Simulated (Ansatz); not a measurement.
We consider cubic perovskite CsPbCl3 (cubic high-temperature phase), described by PBEsol-D3(BJ) (PAW; Ansatz, a quantum-chemistry and plane-wave program).

Settings: plane-wave cutoff 520 eV, 6×6×6 k mesh, Fermi–Dirac smearing 0.01 eV, scalar-relativistic PAW data made under PBE.

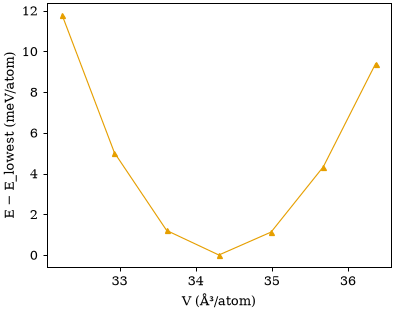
Fig. 1. Total energy against volume

**Question.** From the curve, estimate the equilibrium volume and the bulk modulus.

**Answer.** V0 ≈ 34.3 Å³/atom and B0 ≈ 27 GPa; the fit gives V0 = 34.304 Å³/atom, B0 = 27.2 GPa, B′ = 4.7.

Note: the relaxation could not lower the start's symmetry, so the cell can be a saddle point above a distorted one.

Spin–orbit coupling is not included; it can shift volumes and moduli of such heavy elements.

The computed numbers hold no vibrational or temperature effects.

The result took about 50 core-seconds (a rough figure).
